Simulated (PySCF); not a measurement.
# Geometry relaxation of CH$_{5}$AlS (part 1 of 2)

System: CH$_{5}$AlS, SMILES C[S][AlH2].
Method: MP2/6-31G, RHF (PySCF 2.14.0).

The geometry comes from this level: PBE0-D4/def2-TZVP.

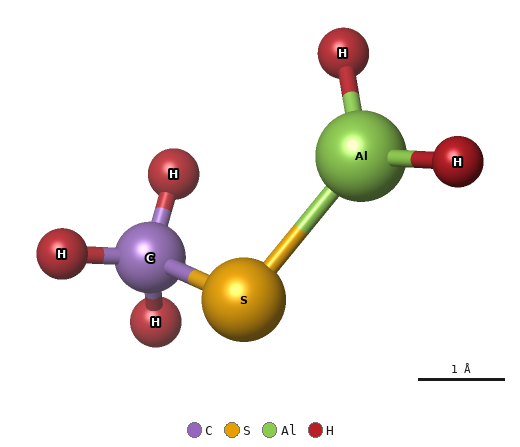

The input geometry (ball-and-stick view, seen at a tilt). Sticks mark near contacts.

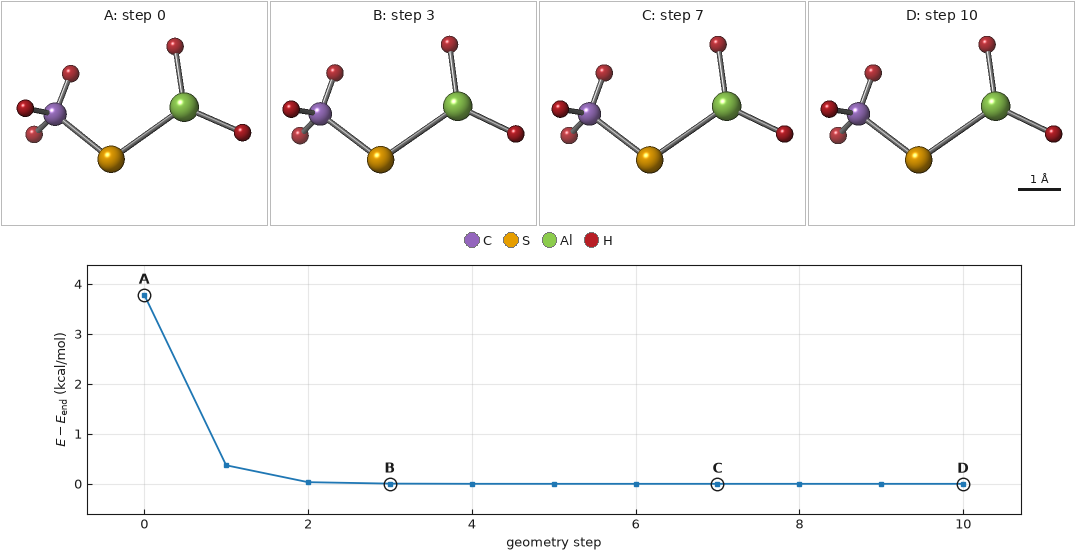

Frames of the relaxation (ball-and-stick view, seen at a tilt) above the curves, on which the letters mark them (steps are counted from 0).

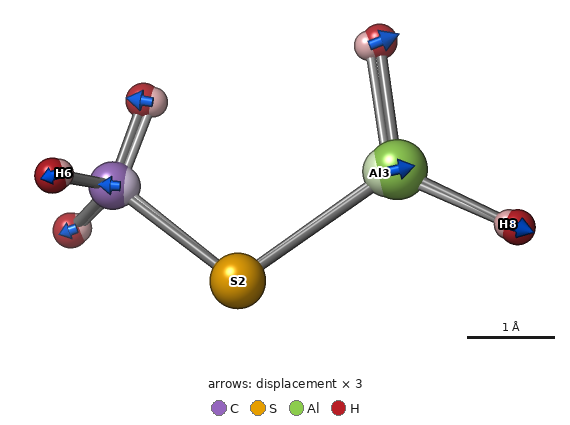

Start (faint) and end (solid) with the displacements as blue arrows, magnified 3 times (ball-and-stick view, seen at a tilt). The two geometries are laid on each other by the best rigid fit. H7 moves most after the best rigid fit: 0.13 Å. By element the largest moves are H 0.13 Å, Al 0.11 Å, C 0.09 Å, S 0.02 Å. Among the contacts that change: S2–Al3 2.168 → 2.266 Å, C1–S2 1.822 → 1.916 Å, Al3–H7 1.585 → 1.607 Å, Al3–H8 1.580 → 1.601 Å. Among the angles that change: C1–S2–Al3 102.5° → 104.6°. Over 10 geometry steps the energy falls by 3.78 kcal/mol. Largest force component: 1.4 eV/Å at the start, under 0.0001 eV/Å at the end. (Atoms are counted from 1 in the order of the input.)

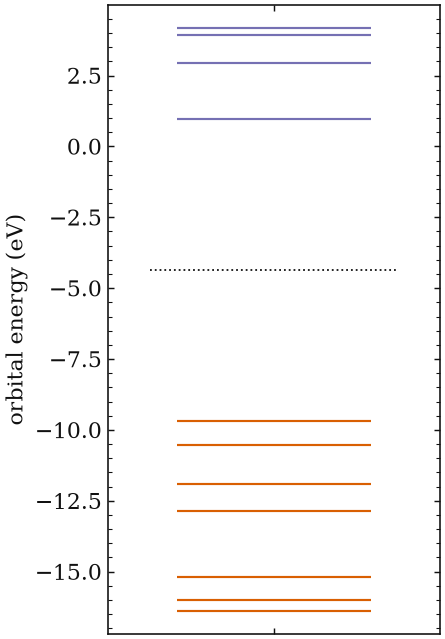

Orbital energies near the frontier (SCF reference); the dotted line parts filled from empty levels, and levels within 0.02 eV of each other stand side by side. Highest filled −9.68 eV, lowest empty 0.97 eV, 10.65 eV apart.

The input that produced these results follows, with the program's output.

**Input file (run.py)**
```python
# C[S][AlH2]
from pyscf import gto, mp
from pyscf.geomopt.geometric_solver import kernel as optimise

mol = gto.M(
    atom='start.xyz',
    verbose=3,
    max_memory=1860,
    spin=0,
    basis='6-31g',
    charge=0,
)

mf = mol.RHF()
mf.conv_tol = 1e-10
mf.kernel()
if not mf.converged:
    mf = mf.newton().run(mf.mo_coeff, mf.mo_occ)
pt = mp.MP2(mf, frozen=11).run()
converged, mol_eq = optimise(pt, maxsteps=60, convergence_set='GAU_TIGHT')
print('converged:', converged)
print(mol_eq.tostring())

mf.reset(mol_eq)
mol = mol_eq
mf.kernel()
if not mf.converged:
    mf = mf.newton().run(mf.mo_coeff, mf.mo_occ)
pt = mp.MP2(mf, frozen=11).run()
energy = pt.e_tot
print(f'total energy: {energy:.8f} hartree')
```

**File start.xyz**
```
8

C     -0.724600     1.053200    -0.503600
S     -1.089900    -0.442800     0.469800
Al     0.859700    -1.372400     0.651800
H     -1.303700     1.020900    -1.425600
H      0.334900     1.125300    -0.747500
H     -1.020100     1.927600     0.074700
H      2.088300    -0.637300    -0.027600
H      0.947600    -2.731800     1.452200
```

Command:
```bash
OMP_NUM_THREADS=1 python run.py
```

**Output**
```
converged SCF energy = -680.140077340064
E(RMP2) = -680.321334501445  E_corr = -0.181257161381073
E(SCS-RMP2) = -680.328675027896  E_corr = -0.188597687831912

#|     Arguments passed to driver run_optimizer():      |#
convergence_set           GAU_TIGHT
customengine              <pyscf.geomopt.geometric_solver.PySCFEngine object>
maxiter                   60
----------------------------------------------------------
Custom engine selected.
Bonds will be generated from interatomic distances less than 1.20 times sum of covalent radii
24 internal coordinates being used (instead of 24 Cartesians)
Internal coordinate system (atoms numbered from 1):
Distance 1-2
Distance 1-4
Distance 1-5
Distance 1-6
Distance 2-3
Distance 3-7
Distance 3-8
Angle 2-1-4
Angle 2-1-5
Angle 2-1-6
Angle 4-1-5
Angle 4-1-6
Angle 5-1-6
Angle 1-2-3
Angle 2-3-8
Angle 7-3-8
Out-of-Plane 3-2-7-8
Dihedral 4-1-2-3
Dihedral 5-1-2-3
Dihedral 6-1-2-3
Dihedral 1-2-3-7
Dihedral 1-2-3-8
Translation-X 1-8
Translation-Y 1-8
Translation-Z 1-8
Rotation-A 1-8
Rotation-B 1-8
Rotation-C 1-8
<class 'geometric.internal.Distance'> : 7
<class 'geometric.internal.Angle'> : 9
<class 'geometric.internal.OutOfPlane'> : 1
<class 'geometric.internal.Dihedral'> : 5
<class 'geometric.internal.TranslationX'> : 1
<class 'geometric.internal.TranslationY'> : 1
<class 'geometric.internal.TranslationZ'> : 1
<class 'geometric.internal.RotationA'> : 1
<class 'geometric.internal.RotationB'> : 1
<class 'geometric.internal.RotationC'> : 1
> ===== Optimization Info: ====
> Job type: Energy minimization
> Maximum number of optimization cycles: 60
> Initial / maximum trust radius (Angstrom): 0.100 / 0.300
> Convergence Criteria:
> Will converge when all 5 criteria are reached:
>  |Delta-E| < 1.00e-06
>  RMS-Grad  < 1.00e-05
>  Max-Grad  < 1.50e-05
>  RMS-Disp  < 4.00e-05
>  Max-Disp  < 6.00e-05
> === End Optimization Info ===

Geometry optimization cycle 1
Cartesian coordinates (Angstrom)
 Atom        New coordinates             dX        dY        dZ
   C  -0.724600   1.053200  -0.503600    0.000000  0.000000  0.000000
   S  -1.089900  -0.442800   0.469800    0.000000  0.000000  0.000000
  Al   0.859700  -1.372400   0.651800    0.000000  0.000000  0.000000
   H  -1.303700   1.020900  -1.425600    0.000000  0.000000  0.000000
   H   0.334900   1.125300  -0.747500    0.000000 -0.000000  0.000000
   H  -1.020100   1.927600   0.074700    0.000000  0.000000  0.000000
   H   2.088300  -0.637300  -0.027600    0.000000  0.000000  0.000000
   H   0.947600  -2.731800   1.452200   -0.000000  0.000000  0.000000

WARN: Mole.unit (angstrom) is changed to Bohr

converged SCF energy = -680.140077340062
E(RMP2_Scanner) = -680.321334491635  E_corr = -0.181257151573301
E(SCS-RMP2_Scanner) = -680.328675018835  E_corr = -0.188597678773306
--------------- RMP2_Scanner gradients ---------------
         x                y                z
0 C    -0.0021457197    -0.0245002047     0.0152517014
1 S     0.0280829226     0.0170381003    -0.0157288183
2 Al    -0.0195020864     0.0132018225    -0.0041690520
3 H     0.0008285435    -0.0014684453     0.0028522600
4 H    -0.0031550214    -0.0026763518     0.0022029969
5 H     0.0002608982    -0.0033285716    -0.0002066546
6 H    -0.0043431915    -0.0034023292     0.0028887489
7 H    -0.0000263451     0.0051359797    -0.0030911822
----------------------------------------------
cycle 1: E = -680.321334492  dE = -680.321  norm(grad) = 0.0534292
Step    0 : Gradient = 1.889e-02/3.642e-02 (rms/max) Energy = -680.3213344916
Hessian Eigenvalues: 2.30000e-02 2.30000e-02 3.13907e-02 ... 3.48590e-01 3.48985e-01 3.49069e-01

Geometry optimization cycle 2
Cartesian coordinates (Angstrom)
 Atom        New coordinates             dX        dY        dZ
   C  -0.759672   1.115171  -0.534160   -0.035072  0.061971 -0.030560
   S  -1.077510  -0.464225   0.479885    0.012390 -0.021425  0.010085
  Al   0.916135  -1.461448   0.694353    0.056435 -0.089048  0.042553
   H  -1.354747   1.080866  -1.450947   -0.051047  0.059966 -0.025347
   H   0.293059   1.241212  -0.808926   -0.041841  0.115912 -0.061426
   H  -1.071730   1.986266   0.048573   -0.051630  0.058666 -0.026127
   H   2.163726  -0.715847   0.004637    0.075426 -0.078547  0.032237
   H   0.982939  -2.839295   1.510785    0.035339 -0.107495  0.058585
converged SCF energy = -680.143443438477
E(RMP2_Scanner) = -680.326773433765  E_corr = -0.183329995288147
E(SCS-RMP2_Scanner) = -680.334406022092  E_corr = -0.190962583615082
--------------- RMP2_Scanner gradients ---------------
         x                y                z
0 C    -0.0015453908    -0.0083255973     0.0053310017
1 S     0.0073195720    -0.0020422469    -0.0001843986
2 Al    -0.0072306480     0.0014829845     0.0005004144
3 H     0.0011968245     0.0036493453    -0.0007895716
4 H    -0.0012983689     0.0031816190    -0.0016771342
5 H     0.0007550955     0.0022364416    -0.0031387430
6 H    -0.0002469289     0.0004469139    -0.0002165797
7 H     0.0010498447    -0.0006294601     0.0001750109
----------------------------------------------
cycle 2: E = -680.326773434  dE = -0.00543894  norm(grad) = 0.0161211
Step    1 : Displace = 1.009e-01/1.377e-01 (rms/max) Trust = 1.000e-01 (=) Grad = 5.700e-03/1.001e-02 (rms/max) E (change) = -680.3267734338 (-5.439e-03) Quality = 0.958
Hessian Eigenvalues: 2.30000e-02 2.30000e-02 3.13907e-02 ... 3.48409e-01 3.49008e-01 3.49120e-01

Geometry optimization cycle 3
Cartesian coordinates (Angstrom)
 Atom        New coordinates             dX        dY        dZ
   C  -0.766460   1.127928  -0.540541   -0.006788  0.012757 -0.006380
   S  -1.089627  -0.455508   0.476746   -0.012116  0.008717 -0.003140
  Al   0.931493  -1.449753   0.684379    0.015358  0.011695 -0.009973
   H  -1.368140   1.070290  -1.452478   -0.013394 -0.010576 -0.001531
   H   0.293404   1.230403  -0.802220    0.000345 -0.010810  0.006706
   H  -1.082508   1.984557   0.062177   -0.010778 -0.001708  0.013603
   H   2.210311  -0.740222   0.009961    0.046585 -0.024376  0.005323
   H   0.963728  -2.824995   1.506176   -0.019211  0.014300 -0.004609
converged SCF energy = -680.143696042276
E(RMP2_Scanner) = -680.327312335193  E_corr = -0.183616292916866
E(SCS-RMP2_Scanner) = -680.334984295398  E_corr = -0.19128825312201
--------------- RMP2_Scanner gradients ---------------
         x                y                z
0 C    -0.0009598770    -0.0029136442     0.0019376600
1 S     0.0010736247     0.0009250645    -0.0007641020
2 Al    -0.0020600637     0.0006729860    -0.0000037123
3 H    -0.0004390424     0.0003361214    -0.0009707111
4 H     0.0010575490     0.0004092042    -0.0004458774
5 H    -0.0002110711     0.0010706190     0.0002458316
6 H     0.0010209127    -0.0002107950    -0.0000711372
7 H     0.0005179677    -0.0002895560     0.0000720483
----------------------------------------------
cycle 3: E = -680.327312335  dE = -0.000538901  norm(grad) = 0.00508795
Step    2 : Displace = 2.525e-02/5.291e-02 (rms/max) Trust = 1.414e-01 (+) Grad = 1.799e-03/3.628e-03 (rms/max) E (change) = -680.3273123352 (-5.389e-04) Quality = 1.060
Hessian Eigenvalues: 2.29999e-02 2.30000e-02 3.13907e-02 ... 3.48758e-01 3.49029e-01 3.58179e-01

Geometry optimization cycle 4
Cartesian coordinates (Angstrom)
 Atom        New coordinates             dX        dY        dZ
   C  -0.761749   1.128519  -0.541799    0.004712  0.000591 -0.001259
   S  -1.094194  -0.456347   0.478039   -0.004568 -0.000839  0.001293
  Al   0.930712  -1.451539   0.685529   -0.000781 -0.001786  0.001149
   H  -1.362433   1.067498  -1.452252    0.005707 -0.002792  0.000226
   H   0.298319   1.222561  -0.798426    0.004916 -0.007842  0.003794
   H  -1.076686   1.982053   0.062981    0.005823 -0.002505  0.000804
   H   2.191899  -0.724126   0.003766   -0.018412  0.016097 -0.006195
   H   0.966331  -2.825919   1.506363    0.002603 -0.000924  0.000187
converged SCF energy = -680.143783245791
E(RMP2_Scanner) = -680.327358489983  E_corr = -0.183575244191673
E(SCS-RMP2_Scanner) = -680.335026816521  E_corr = -0.191243570729443
--------------- RMP2_Scanner gradients ---------------
         x                y                z
0 C    -0.0003883058    -0.0004064258     0.0003179599
1 S     0.0002577377     0.0008279584    -0.0005473532
2 Al    -0.0003387502    -0.0000904680     0.0001170728
3 H    -0.0000569859    -0.0001219687    -0.0000636808
4 H     0.0001482173    -0.0000340648    -0.0000063764
5 H    -0.0000177301     0.0000059584     0.0001481725
6 H     0.0001305139    -0.0000956585     0.0000332425
7 H     0.0002653031    -0.0000853310     0.0000009627
----------------------------------------------
cycle 4: E = -680.32735849  dE = -4.61548e-05  norm(grad) = 0.00133336
Step    3 : Displace = 1.048e-02/2.526e-02 (rms/max) Trust = 2.000e-01 (+) Grad = 4.714e-04/1.025e-03 (rms/max) E (change) = -680.3273584900 (-4.615e-05) Quality = 1.164
Hessian Eigenvalues: 2.29998e-02 2.30000e-02 3.13910e-02 ... 3.48754e-01 3.49029e-01 3.59244e-01

Geometry optimization cycle 5
Cartesian coordinates (Angstrom)
 Atom        New coordinates             dX        dY        dZ
   C  -0.760024   1.127119  -0.541292    0.001724 -0.001399  0.000508
   S  -1.096836  -0.458731   0.479963   -0.002642 -0.002384  0.001924
  Al   0.930418  -1.450151   0.684792   -0.000294  0.001388 -0.000737
   H  -1.359800   1.066881  -1.452029    0.002633 -0.000617  0.000222
   H   0.300206   1.218640  -0.796453    0.001887 -0.003921  0.001974
   H  -1.074117   1.981131   0.062700    0.002569 -0.000922 -0.000281
   H   2.187279  -0.718126   0.001043   -0.004620  0.006000 -0.002723
   H   0.965074  -2.824064   1.505476   -0.001257  0.001855 -0.000887
converged SCF energy = -680.143753220669
E(RMP2_Scanner) = -680.327364562155  E_corr = -0.18361134148578
E(SCS-RMP2_Scanner) = -680.335032891644  E_corr = -0.191279670974687
--------------- RMP2_Scanner gradients ---------------
         x                y                z
0 C    -0.0000716213     0.0001243693    -0.0000623599
1 S    -0.0000180361     0.0001949690    -0.0001130769
2 Al     0.0000032832    -0.0001101238     0.0000664950
3 H     0.0000591798    -0.0000469463     0.0001015399
4 H    -0.0000930812    -0.0000263010     0.0000341843
5 H     0.0000356106    -0.0001202231    -0.0000187434
6 H    -0.0000031001    -0.0000504524     0.0000303438
7 H     0.0000877650     0.0000347083    -0.0000383828
----------------------------------------------
cycle 5: E = -680.327364562  dE = -6.07217e-06  norm(grad) = 0.00038554
Step    4 : Displace = 4.068e-03/8.053e-03 (rms/max) Trust = 2.828e-01 (+) Grad = 1.363e-04/2.261e-04 (rms/max) E (change) = -680.3273645622 (-6.072e-06) Quality = 1.212
Hessian Eigenvalues: 2.29991e-02 2.30000e-02 3.13919e-02 ... 3.48704e-01 3.49029e-01 3.71933e-01

Geometry optimization cycle 6
Cartesian coordinates (Angstrom)
 Atom        New coordinates             dX        dY        dZ
   C  -0.759382   1.126261  -0.540904    0.000643 -0.000859  0.000388
   S  -1.097634  -0.459666   0.480652   -0.000798 -0.000935  0.000689
  Al   0.930148  -1.449396   0.684367   -0.000270  0.000755 -0.000424
   H  -1.358920   1.066624  -1.452025    0.000880 -0.000257  0.000004
   H   0.301116   1.217046  -0.795729    0.000910 -0.001594  0.000724
   H  -1.073157   1.980860   0.062705    0.000959 -0.000271  0.000005
   H   2.185698  -0.715628  -0.000094   -0.001582  0.002498 -0.001137
   H   0.964331  -2.823401   1.505228   -0.000743  0.000662 -0.000248
converged SCF energy = -680.143726993621
E(RMP2_Scanner) = -680.327365194318  E_corr = -0.183638200696978
E(SCS-RMP2_Scanner) = -680.335033880565  E_corr = -0.191306886944364
--------------- RMP2_Scanner gradients ---------------
         x                y                z
0 C     0.0000118965     0.0000653669    -0.0000418768
1 S    -0.0000178888    -0.0000160914     0.0000145284
2 Al    -0.0000036143    -0.0000165649     0.0000083564
3 H     0.0000070078    -0.0000078933     0.0000140608
4 H    -0.0000162352    -0.0000055255     0.0000068464
5 H     0.0000032682    -0.0000172166    -0.0000013711
6 H    -0.0000031775    -0.0000063835     0.0000050476
7 H     0.0000187433     0.0000043083    -0.0000055918
```
